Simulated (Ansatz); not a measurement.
# AsH₂+ (triplet): one geometry, many settings at a displaced geometry (v1)

What do other methods and options give for AsH₂+ (triplet) at this geometry, and how long do they take?

Program: Ansatz 0.2.0, Gaussian basis. Level of theory: the settings change from run to run. These are calculated values, not measurements.

13 further runs of the same task are left out: 2 that didn't finish, 11 set aside as unsound or not needed.

**1. What is computed**

The geometry is a PBE0/def2-TZVP stationary point (not a proven minimum) with its atoms shifted at random (size 0.040 Å). No spin-orbit coupling is included. The filled d shell of As may be among the frozen orbitals whatever the setting's name suggests; the logs give the count.

3 atoms, charge 1, spin multiplicity 3.

Atoms are counted from 1 here; the program's logs count them from 0.

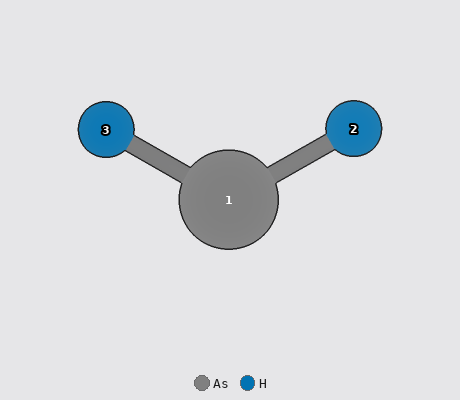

The structure; arsenic grey, hydrogen blue; atoms are numbered from 1 in the order of the file.

**2. CASCI(6,4)/cc-pVDZ**

File in.yaml:

```yaml
crystal:
  periodic: [false, false, false]
  atoms:
    - {symbol: As, position_ang: [-0.000607, -0.019452, 0.000850]}
    - {symbol: H, position_ang: [-0.001440, 0.693300, -1.334314]}
    - {symbol: H, position_ang: [0.046524, 0.752610, 1.271095]}
basis:
  gaussian: {orbitals: cc-pVDZ}
total_charge: 1
magnetization: {spin_polarized: false, initial_magnetization: 2}
correlation: {active_space: {window: {electrons: 6, orbitals: 4}, fixed_orbitals: true}}
accuracy: high
scf: {lower_state_search: off}
output: {forces: true}
```

Started as:

```console
ansatz run in.yaml --threads 1 --pin off --events-out ev --progress --plain --max-ram 2393MiB
```

Output:

```text
Functional definition: HF
  name "HF"
  cite "Fock, Z. Phys. 61, 126 (1930) doi:10.1007/BF01340294"
  parent pbe
  exchange = exact_x
  correlation = 0
these checks for a lower state are left out or cut short: starts, cluster_reference, orbital_swaps, neighbouring_geometries, increment
715 factors; integrals over basis functions are off by at most 4.5e-9 eV
mean field evaluation 1: about -60816.1639 eV, gradient 7.3e0 eV
mean field evaluation 2: about -60816.1697 eV, gradient 7.3e0 eV
mean field evaluation 4: about -60816.5829 eV, gradient 4.6e-1 eV
mean field evaluation 8: about -60816.5866 eV, gradient 2.6e-4 eV
mean field -60816.58663128 eV, -2234.9683357364 hartree, gradient 2.1e-8 eV, S^2 2.000000; 0 other end points of the search recorded, 0 dependent functions left out
reference -60816.58663128 eV, -2234.9683357364 hartree; 18, 16 occupied and 19, 21 virtual orbitals, 715 factors
state -60816.58663128 eV, -2234.9683357364 hartree
the calculation of the forces begins
Total energy: -60816.58663128 eV, -2234.9683357364 hartree
Atom 0 at    -0.000607    -0.019452     0.000850 Å, force    -0.001401     0.225682    -0.487048 eV/Å
Atom 1 at    -0.001440     0.693300    -1.334314 Å, force    -0.000949    -0.245480     0.389962 eV/Å
Atom 2 at     0.046524     0.752610     1.271095 Å, force     0.002349     0.019797     0.097086 eV/Å
Dipole moment:     0.003819     0.124138    -0.008369 e Å
Checks for a lower state left out: starts, cluster_reference, orbital_swaps, neighbouring_geometries, increment
```

Wall time 2.3 s (1 thread of Arm Neoverse N1, shared host).

From the report: 6 determinants; active occupations 2.00, 2.00, 1.00, 1.00. With so small a space the active step adds no correlation: the energy is the mean field's.

**3. CASSCF(8,6)/cc-pVDZ**

Changes to in.yaml since step 2:

```diff
@@ -10,5 +10,2 @@
 magnetization: {spin_polarized: false, initial_magnetization: 2}
-correlation: {active_space: {window: {electrons: 6, orbitals: 4}, fixed_orbitals: true}}
-accuracy: high
-scf: {lower_state_search: off}
-output: {forces: true}
+correlation: {active_space: {window: {electrons: 8, orbitals: 6}, states: [{multiplicity: 3, weights: [1, 0.5, 1]}], root: 2}}
```

The command is unchanged.

Output:

```text
Functional definition: HF
  name "HF"
  cite "Fock, Z. Phys. 61, 126 (1930) doi:10.1007/BF01340294"
  parent pbe
  exchange = exact_x
  correlation = 0
704 factors; integrals over basis functions are off by at most 1.0e-7 eV
mean field evaluation 1: about -60816.1603 eV, gradient 7.3e0 eV
mean field evaluation 2: about -60816.1703 eV, gradient 7.3e0 eV
mean field evaluation 4: about -60816.5826 eV, gradient 4.6e-1 eV
mean field evaluation 8: about -60816.5866 eV, gradient 2.2e-4 eV
mean field -60816.58663114 eV, -2234.9683357313 hartree, gradient 3.3e-6 eV, S^2 2.000000; 0 other end points of the search recorded, 0 dependent functions left out
reference -60816.58663114 eV, -2234.9683357313 hartree; 18, 16 occupied and 19, 21 virtual orbitals, 704 factors
state -60816.85737136 eV, -2234.9782852509 hartree
state -60811.73435681 eV, -2234.7900179389 hartree
state -60810.66357546 eV, -2234.7506674500 hartree
Total energy: -60810.66357546 eV, -2234.7506674500 hartree
```

Wall time 4.3 s (1 thread of Arm Neoverse N1, shared host).

From the report: 225 determinants; active occupations (of the averaged states) 2.00, 1.98, 1.72, 1.19, 0.75, 0.36.

**4. MP2 on ROHF/cc-pVDZ**

Changes to in.yaml since step 3:

```diff
@@ -10,2 +10,3 @@
 magnetization: {spin_polarized: false, initial_magnetization: 2}
-correlation: {active_space: {window: {electrons: 8, orbitals: 6}, states: [{multiplicity: 3, weights: [1, 0.5, 1]}], root: 2}}
+correlation: {method: mp2, electrons: outside_noble_gas}
+output: {forces: true}
```

Same command.

Output, cut to the lines that bear on the results:

```text
Functional definition: HF
  name "HF"
  cite "Fock, Z. Phys. 61, 126 (1930) doi:10.1007/BF01340294"
  parent pbe
[...]
415 factors; integrals over basis functions are off by at most 1.2e-3 eV
[...]
mean field -60816.58658317 eV, -2234.9683339686 hartree, gradient 3.0e-6 eV, S^2 2.000000; 0 other end points of the search recorded, 0 dependent functions left out
[...]
14 core orbitals not correlated: weight in the atoms' cores, before any rotation towards them, 1.000 or more for the frozen orbitals, at most 0.000 for the correlated occupied ones
reference -60816.58658317 eV, -2234.9683339686 hartree; 4, 2 occupied and 19, 21 virtual orbitals, 415 factors
second order -2.03416651 eV of doubles, -0.04091746 eV of singles
[...]
Total energy: -60818.66166714 eV, -2235.0445918980 hartree
Atom 0 at    -0.000607    -0.019452     0.000850 Å, force    -0.007447     0.029366    -0.474216 eV/Å
Atom 1 at    -0.001440     0.693300    -1.334314 Å, force    -0.001793    -0.150941     0.171379 eV/Å
Atom 2 at     0.046524     0.752610     1.271095 Å, force     0.009240     0.121574     0.302837 eV/Å
Dipole moment:     0.004241     0.137771    -0.009150 e Å
```

It took 1.3 s on 1 thread of Arm Neoverse N1, shared host.

**5. BCCD/def2-SVP**

Changes to in.yaml since step 4:

```diff
@@ -7,6 +7,7 @@
 basis:
-  gaussian: {orbitals: cc-pVDZ}
+  gaussian: {orbitals: def2-SVP, point_charges: [{charge: -0.50, position_ang: [4.248, 0.269, 0.342]}]}
 total_charge: 1
 magnetization: {spin_polarized: false, initial_magnetization: 2}
-correlation: {method: mp2, electrons: outside_noble_gas}
+hamiltonian: {xc: {name: PBE0}}
+correlation: {method: bccd, electrons: outside_noble_gas}
 output: {forces: true}
```

Launched as before.

Output, cut to the lines that bear on the results:

```text
Functional definition: PBE0
  name "PBE0"
  cite "Adamo & Barone, J. Chem. Phys. 110, 6158 (1999) doi:10.1063/1.478522"
  cite "Perdew, Burke & Ernzerhof, Phys. Rev. Lett. 77, 3865 (1996) doi:10.1103/PhysRevLett.77.3865"
  parent pbe
[...]
418 factors; integrals over basis functions are off by at most 1.3e-3 eV
[...]
mean field -60849.13232765 eV, -2236.1643680178 hartree, gradient 3.6e-6 eV, S^2 2.000000; 0 other end points of the search recorded, 0 dependent functions left out
14 core orbitals not correlated: weight in the atoms' cores, before any rotation towards them, 1.000 or more for the frozen orbitals, at most 0.000 for the correlated occupied ones
reference -60811.21249726 eV, -2234.7708399539 hartree; 4, 2 occupied and 24, 26 virtual orbitals, 418 factors
second order -2.16878855 eV of doubles, -0.14392589 eV of singles
cycle   1  -2.69308007 eV  change   -3.8e-1 eV  update   4.3e-2
[...]
cycle  10  -2.82621392 eV  change   -4.5e-7 eV  update   1.7e-6
[...]
Total energy: -60814.03871118 eV, -2234.8747013998 hartree
Atom 0 at    -0.000607    -0.019452     0.000850 Å, force     0.280646     0.002779    -0.441478 eV/Å
Atom 1 at    -0.001440     0.693300    -1.334314 Å, force     0.035155    -0.130435     0.135508 eV/Å
Atom 2 at     0.046524     0.752610     1.271095 Å, force     0.059631     0.137967     0.333003 eV/Å
Dipole moment:     0.061982     0.139591    -0.000997 e Å
```

Wall time 4.7 s (1 thread of Arm Neoverse N1, shared host).

From the report: correlation -2.8262 eV; largest double amplitude 0.05.

**6. CCSD on ROHF/cc-pVDZ**

File in.yaml:

```yaml
crystal:
  periodic: [false, false, false]
  atoms:
    - {symbol: As, position_ang: [-0.000607, -0.019452, 0.000850]}
    - {symbol: H, position_ang: [-0.001440, 0.693300, -1.334314]}
    - {symbol: H, position_ang: [0.046524, 0.752610, 1.271095]}
basis:
  gaussian: {orbitals: cc-pVDZ}
total_charge: 1
magnetization: {spin_polarized: false, initial_magnetization: 2}
correlation: {method: ccsd, electrons: all}
accuracy: high
scf: {lower_state_search: off}
```

Same command.

Output, cut to the lines that bear on the results:

```text
Functional definition: HF
  name "HF"
  cite "Fock, Z. Phys. 61, 126 (1930) doi:10.1007/BF01340294"
  parent pbe
[...]
715 factors; integrals over basis functions are off by at most 4.5e-9 eV
[...]
mean field -60816.58663128 eV, -2234.9683357364 hartree, gradient 2.1e-8 eV, S^2 2.000000; 0 other end points of the search recorded, 0 dependent functions left out
reference -60816.58663128 eV, -2234.9683357364 hartree; 18, 16 occupied and 19, 21 virtual orbitals, 715 factors
second order -2.75294556 eV of doubles, -0.05058304 eV of singles
cycle   1  -3.16236649 eV  change   -3.6e-1 eV  update   5.0e-2
[...]
cycle  20  -3.34320695 eV  change   9.0e-10 eV  update   3.6e-9
Total energy: -60819.92983822 eV, -2235.0911963256 hartree
Checks for a lower state left out: stability, starts, cluster_reference, orbital_swaps, neighbouring_geometries, increment
```

Wall time 4.8 s (1 thread of Arm Neoverse N1, shared host).

From the report: correlation -3.3432 eV; T1 0.008; largest double amplitude 0.05.

**7. NEVPT4(SD)(6,7)/cc-pVDZ**

File in.yaml:

```yaml
crystal:
  periodic: [false, false, false]
  atoms:
    - {symbol: As, position_ang: [-0.000607, -0.019452, 0.000850]}
    - {symbol: H, position_ang: [-0.001440, 0.693300, -1.334314]}
    - {symbol: H, position_ang: [0.046524, 0.752610, 1.271095]}
basis:
  gaussian: {orbitals: cc-pVDZ, point_charges: [{charge: -1.00, position_ang: [3.936, -0.977, 0.486]}]}
total_charge: 1
magnetization: {spin_polarized: false, initial_magnetization: 2}
correlation: {method: fic_nevpt4_sd, electrons: outside_noble_gas, active_space: {window: {electrons: 6, orbitals: 7}, states: [{multiplicity: 3, weights: [0.5, 1, 1, 1]}, {multiplicity: 5, weights: [1]}]}}
accuracy: high
```

Launched as before.

Output, cut to the lines that bear on the results:

```text
Functional definition: HF
  name "HF"
  cite "Fock, Z. Phys. 61, 126 (1930) doi:10.1007/BF01340294"
  parent pbe
[...]
715 factors; integrals over basis functions are off by at most 4.5e-9 eV
[...]
mean field -60820.03988808 eV, -2235.0952405832 hartree, gradient 2.3e-8 eV, S^2 2.000000; 0 other end points of the search recorded, 0 dependent functions left out
reference -60820.03988808 eV, -2235.0952405832 hartree; 18, 16 occupied and 19, 21 virtual orbitals, 715 factors
state -60820.92719965 eV, -2235.1278486822 hartree
state -60816.25700764 eV, -2234.9562222912 hartree
state -60815.24361186 eV, -2234.9189806831 hartree
state -60814.34601467 eV, -2234.8859945948 hartree
state -60820.92719965 eV, -2235.1278486822 hartree; corrected -60822.71734207 eV, -2235.1936352024 hartree
state -60816.25700764 eV, -2234.9562222912 hartree; corrected -60818.11483134 eV, -2235.0244960527 hartree
state -60815.24361186 eV, -2234.9189806831 hartree; corrected -60817.22639520 eV, -2234.9918466270 hartree
state -60814.34601467 eV, -2234.8859945948 hartree; corrected -60816.09929044 eV, -2234.9504262910 hartree
state -60812.68415902 eV, -2234.8249225262 hartree
state -60812.68415902 eV, -2234.8249225262 hartree; corrected -60814.30421802 eV, -2234.8844585965 hartree
Total energy: -60817.13409023 eV, -2234.9884544819 hartree
```

Wall time 15 s (1 thread of Arm Neoverse N1, shared host).

From the report: 1,225 determinants; active occupations (of the averaged states) 1.96, 1.33, 1.21, 0.98, 0.46, 0.05, 0.01.

**8. The runs in one table**

Where basis and cores are those of an earlier FCI/cc-pVDZ run (-60819.3068 eV), and the state is the same kind, the miss against it is given.

| level | correlated | functions | energy (eV) | from FCI (meV) | time |
| --- | --- | --- | --- | --- | --- |
| CASCI(6,4)/cc-pVDZ |  | 37 | -60816.5866 | 2720.2 | 2.3 s |
| CASSCF(8,6)/cc-pVDZ (excited root 2 of an average) |  | 37 | -60810.6636 |  | 4.3 s |
| MP2 on ROHF/cc-pVDZ | outside noble gas | 37 | -60818.6617 | 645.1 | 1.3 s |
| BCCD/def2-SVP (beside a point charge, on PBE0 orbitals) | outside noble gas | 42 | -60814.0387 |  | 4.7 s |
| CCSD on ROHF/cc-pVDZ | all | 37 | -60819.9298 |  | 4.8 s |
| NEVPT4(SD)(6,7)/cc-pVDZ (mean of several states, beside a point charge) | outside noble gas | 37 | -60817.1341 |  | 15 s |

**9. What came out**

| quantity | value |
| --- | --- |
| runs | 6 |
| quickest | MP2 on ROHF/cc-pVDZ, 1.3 s |
| slowest | NEVPT4(SD)(6,7)/cc-pVDZ (mean of several states, beside a point charge), 15 s |

**Reading.** Total energies in different bases, with other cores or another treatment of relativity can't be set against each other. NEVPT4(SD)(6,7)/cc-pVDZ (mean of several states, beside a point charge) took 11 times as long as MP2 on ROHF/cc-pVDZ; the jobs differ in more than the method. Hartree-Fock, CASSCF and CASCI lack dynamic correlation by design.
